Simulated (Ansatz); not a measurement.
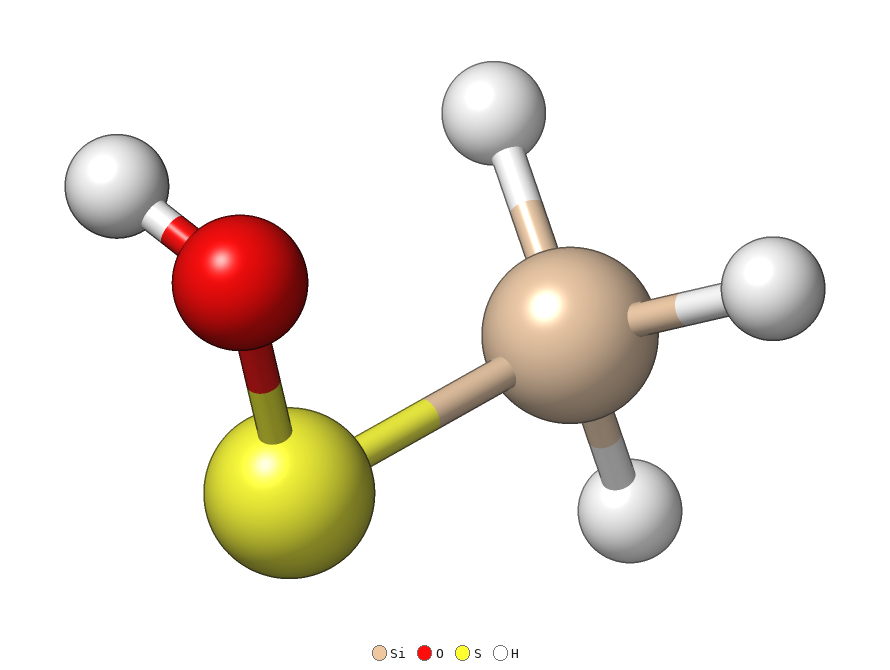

A ball-and-stick model of a molecule. Every bond is drawn as one stick, whatever its order.

Identify the structure.

It has 7 atoms: 4 hydrogen, 1 oxygen, 1 sulfur and 1 silicon (H4OSSi). The point group is C1. Coordination: 1 Si tetrahedral; 1 O bent; 1 S bent.

The parts below concern this one geometry. Atoms keep their numbers from picture to picture. The computed structure is the end point of a PBE0-D4/def2-TZVP optimisation. No frequency run is at hand to confirm it as a minimum.

**Dipole moment**

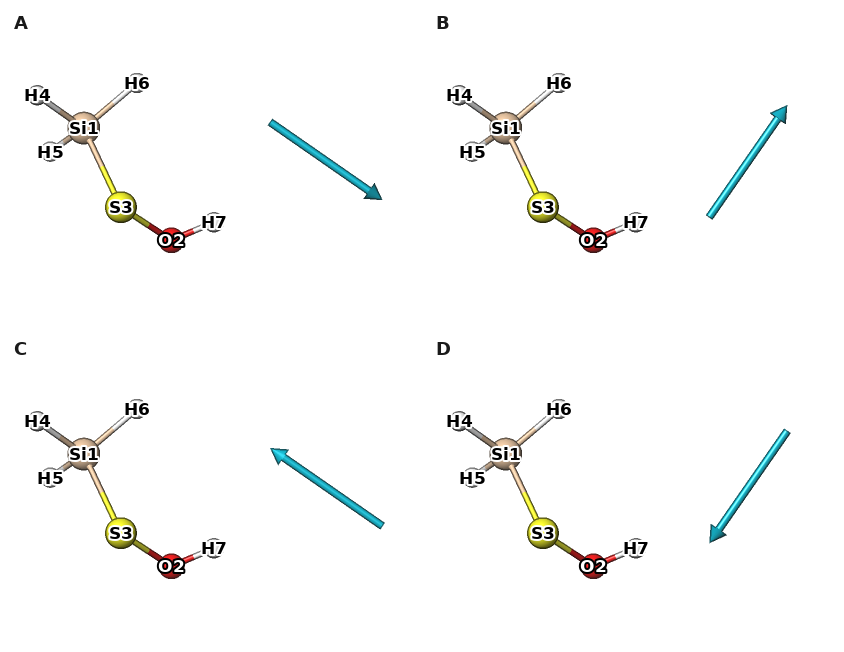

The same molecule four times, each with an arrow. No frequency run is at hand to confirm it as a minimum. Level of theory: RKS PBE0-D4/def2-TZVP (Ansatz 0.2.0).

> Which arrow points along the dipole moment, from the negative to the positive end?

B. The dipole moment is 1.63 D; it points from the side of O2, S3 to the side of H6 (the outermost atoms at the two ends).

**Charges**

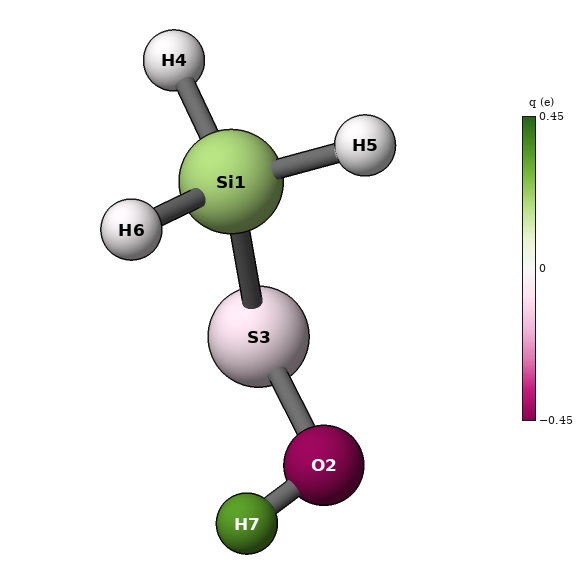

Atoms are coloured by their Mulliken charges. No frequency run is at hand to confirm it as a minimum. Level of theory: RKS PBE0-D4/def2-TZVP (Ansatz 0.2.0).

Give the Mulliken charges atom by atom.

| atom | value (e) |
| --- | --- |
| Si1 | 0.19 |
| O2 | −0.43 |
| S3 | −0.07 |
| H4 | −0.01 |
| H5 | 0.00 |
| H6 | −0.02 |
| H7 | 0.34 |

**Electronic properties**

No frequency run is at hand to confirm it as a minimum. Level of theory: RKS PBE0-D4/def2-TZVPP (Ansatz 0.2.0).

> Estimate the HOMO–LUMO gap.

6.10 eV.

> What is the dispersion correction?

−10.5 kJ/mol.

> Estimate the HOMO energy (Kohn–Sham orbital).

−7.16 eV.

Mulliken values depend strongly on the basis set and can even reverse the polarity of a bond.
